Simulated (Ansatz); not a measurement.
# CH5Al (AlH2Me): levels of theory compared

Wanted: a comparison of 6 runs (B2PLYP/STO-3G, B3LYP/STO-3G, BHLYP/STO-3G, r2SCAN0/STO-3G, BCCD(T)/STO-3G, CCSD/STO-3G) of CH5Al (AlH2Me). 

Program for the calculation: Ansatz 0.2.0.

56 further runs of the same task are left out: 2 that didn't finish, 54 set aside as unsound or not needed.

**1. The system as given**

CH5Al: 7 atoms, total charge 0, spin state singlet. As SMILES, `[H][Al]([H])[CH3]`. The H3–Al1 distance was set to 3.879 Å, away from the relaxed value. At this shape a bond of the SMILES string is far longer than usual.

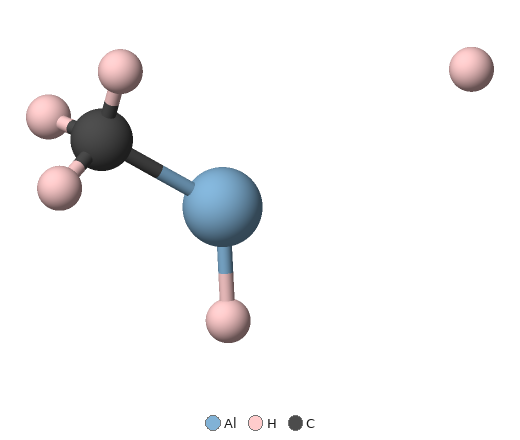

Viewed from a chosen angle; aluminium light blue, hydrogen pink, carbon dark grey.

**2. The energy at B2PLYP/STO-3G (run 1)**

File job.yaml:

```yaml
crystal:
  periodic: [false, false, false]
  atoms:
    - {symbol: Al, position_ang: [1.566205, -1.158435, 0.042129]}
    - {symbol: H, position_ang: [3.113575, -1.053685, 0.084439]}
    - {symbol: H, position_ang: [-0.157080, 2.315610, -0.032820]}
    - {symbol: C, position_ang: [0.577165, -2.878955, 0.042219]}
    - {symbol: H, position_ang: [0.455355, -3.308255, -0.960131]}
    - {symbol: H, position_ang: [-0.435275, -2.774705, 0.453799]}
    - {symbol: H, position_ang: [1.083855, -3.648055, 0.640169]}
basis:
  gaussian:
    orbitals: STO-3G
hamiltonian:
  xc: {name: B2PLYP}
correlation:
  frozen_orbitals: {Al: 5, C: 1, H: 0}
accuracy: high
```

On the command line:

```
ansatz run job.yaml --threads 1 --pin off --max-ram 2610MiB --events-out events.jsonl --progress --plain --runs-dir runs
```

Log:

```text
Warning: RAYON_NUM_THREADS=1 ignored (pool sized by the plan → 1); use --threads N
Functional definition: B2PLYP
  name "B2PLYP"
  parameter a = 0.53
  parameter c = 0.27
  exchange = (1 - a)*b88_x + a*exact_x
  correlation = (1 - c)*lyp_c + c*(mp2_os + mp2_ss)
325 factors; integrals over basis functions are off by at most 9.0e-9 eV
mean field evaluation 1: about -7602.3788 eV, gradient 1.6e1 eV
mean field evaluation 2: about -7602.3673 eV, gradient 1.6e1 eV
mean field evaluation 4: about -7603.5003 eV, gradient 1.1e1 eV
mean field evaluation 8: about -7607.6367 eV, gradient 1.4e0 eV
mean field evaluation 16: about -7607.6499 eV, gradient 2.4e-5 eV
mean field -7607.64990204 eV, -279.5759772496 hartree, gradient 2.2e-8 eV, S^2 0.000000; 0 other end points of the search recorded, 0 dependent functions left out; unrestricted orbitals would lower it
6 core orbitals not correlated: weight in the atoms' cores, before any rotation towards them, 0.999 or more for the frozen orbitals, at most 0.000 for the correlated occupied ones
reference -7607.64992439 eV, -279.5759780710 hartree; 6, 6 occupied and 7, 7 virtual orbitals, 325 factors
second order -9.17586666 eV of doubles, -0.00000000 eV of singles
Total energy: -7610.12740839 eV, -279.6670239287 hartree
```

Wall time 1.4 s (1 thread of Arm Neoverse V2, shared host); peak memory 0.1 GiB.

**3. A single-point energy at B3LYP/STO-3G (run 2)**

File molecule.yaml:

```yaml
crystal:
  periodic: [false, false, false]
  atoms:
    - {symbol: Al, position_ang: [1.566205, -1.158435, 0.042129]}
    - {symbol: H, position_ang: [3.113575, -1.053685, 0.084439]}
    - {symbol: H, position_ang: [-0.157080, 2.315610, -0.032820]}
    - {symbol: C, position_ang: [0.577165, -2.878955, 0.042219]}
    - {symbol: H, position_ang: [0.455355, -3.308255, -0.960131]}
    - {symbol: H, position_ang: [-0.435275, -2.774705, 0.453799]}
    - {symbol: H, position_ang: [1.083855, -3.648055, 0.640169]}
basis:
  gaussian:
    orbitals: STO-3G
total_charge: 0
hamiltonian:
  xc: {name: B3LYP}
accuracy: high
```

On the command line:

```
ansatz run molecule.yaml --threads 1 --pin off --max-ram 2610MiB --events-out events.jsonl --progress --plain --runs-dir runs
```

Log:

```text
Warning: RAYON_NUM_THREADS=1 ignored (pool sized by the plan → 1); use --threads N
Functional definition: B3LYP
  name "B3LYP"
  parameter a0 = 0.2
  parameter ax = 0.72
  parameter ac = 0.81
  exchange = (1 - a0 - ax)*slater_x + ax*b88_x + a0*exact_x
  correlation = (1 - ac)*vwn_rpa_c + ac*lyp_c
325 factors; integrals over basis functions are off by at most 9.0e-9 eV
mean field evaluation 1: about -7608.6649 eV, gradient 2.2e1 eV
mean field evaluation 2: about -7599.4901 eV, gradient 2.5e1 eV
mean field evaluation 4: about -7606.4646 eV, gradient 2.5e1 eV
mean field evaluation 8: about -7614.8092 eV, gradient 1.1e1 eV
mean field evaluation 16: about -7615.8112 eV, gradient 3.3e-8 eV
mean field -7615.81116260 eV, -279.8758980435 hartree, gradient 3.3e-8 eV, S^2 0.000000; 0 other end points of the search recorded, 0 dependent functions left out
reference -7615.81119730 eV, -279.8758993185 hartree; 12, 12 occupied and 7, 7 virtual orbitals, 325 factors
Total energy: -7615.81119730 eV, -279.8758993185 hartree
```

Wall time 1.1 s (1 thread of Arm Neoverse V2, shared host); peak memory 0.099 GiB.

Runs 3 to 5 aren't shown in full; the table further down has their settings and results.

**4. A single-point energy at CCSD/STO-3G (run 6)**

File in.yaml:

```yaml
crystal:
  periodic: [false, false, false]
  atoms:
    - {symbol: Al, position_ang: [1.566205, -1.158435, 0.042129]}
    - {symbol: H, position_ang: [3.113575, -1.053685, 0.084439]}
    - {symbol: H, position_ang: [-0.157080, 2.315610, -0.032820]}
    - {symbol: C, position_ang: [0.577165, -2.878955, 0.042219]}
    - {symbol: H, position_ang: [0.455355, -3.308255, -0.960131]}
    - {symbol: H, position_ang: [-0.435275, -2.774705, 0.453799]}
    - {symbol: H, position_ang: [1.083855, -3.648055, 0.640169]}
basis:
  gaussian: {orbitals: STO-3G}
correlation: {method: ccsd, frozen_orbitals: {Al: 5, C: 1, H: 0}}
accuracy: high
scf: {omitted_lower_state_checks: [cluster_reference, increment]}
```

On the command line:

```
ansatz run in.yaml --threads 1 --pin off --max-ram 2610MiB --events-out events.jsonl --progress --plain --runs-dir runs
```

Log, shortened:

```text
Warning: RAYON_NUM_THREADS=1 ignored (pool sized by the plan → 1); use --threads N
Functional definition: HF
  name "HF"
[...]
325 factors; integrals over basis functions are off by at most 9.0e-9 eV
[...]
mean field -7590.81235611 eV, -278.9572088497 hartree, gradient 3.5e-8 eV, S^2 0.000000; 0 other end points of the search recorded, 0 dependent functions left out; unrestricted orbitals would lower it
6 core orbitals not correlated: weight in the atoms' cores, before any rotation towards them, 0.999 or more for the frozen orbitals, at most 0.000 for the correlated occupied ones
reference -7590.81235611 eV, -278.9572088497 hartree; 6, 6 occupied and 7, 7 virtual orbitals, 325 factors
second order -5.46132530 eV of doubles, -0.00000000 eV of singles
cycle   1  -3.95972875 eV  change    -1.4e0 eV  update   1.6e-1
[...]
cycle  30  -7.63684786 eV  change   2.1e-10 eV  update  1.0e-10
WARN: these amplitudes may be one of several solutions (largest doubles amplitude 0.99, level shift 11.59 eV)
Total energy: -7598.44920397 eV, -279.2378578321 hartree
Checks for a lower state left out: cluster_reference, increment
```

Wall time 0.14 s (1 thread of Arm Neoverse V2, shared host).

**5. Overview of the runs**

| run | level | frozen core orbitals | energy (Eh) | wall time |
| --- | --- | --- | --- | --- |
| 1 | B2PLYP/STO-3G | 6 | -279.667024 | 1.4 s |
| 2 | B3LYP/STO-3G | – | -279.875899 | 1.1 s |
| 3 | BHLYP/STO-3G | – | -279.800292 | 0.99 s |
| 4 | r2SCAN0/STO-3G | – | -279.790446 | 2.5 s |
| 5 | BCCD(T)/STO-3G | 6 | -279.248358 | 0.16 s |
| 6 | CCSD/STO-3G | 6 | -279.237858 | 0.14 s |

**6. Summary of results**

```
                                          quantity          value
                               run 6: total energy  -279.23786 Eh
run 6: correlation energy (6 core orbitals frozen)     -280.6 mEh
                              run 6: T1 diagnostic          0.099
```

**Reading.** Totals of different functionals can't be ranked against each other. In run 6 the T1 diagnostic is large, so a single reference may not serve. In runs 1, 5, 6 the log says that unrestricted orbitals would lower the reference, so the values rest on an unstable closed-shell determinant (other closed-shell runs at this shape may share the fault). In runs 1, 2, 3, 4, 5, 6 the basis is minimal, so the values are rough. All runs together took 6.3 s, the longest 2.5 s.
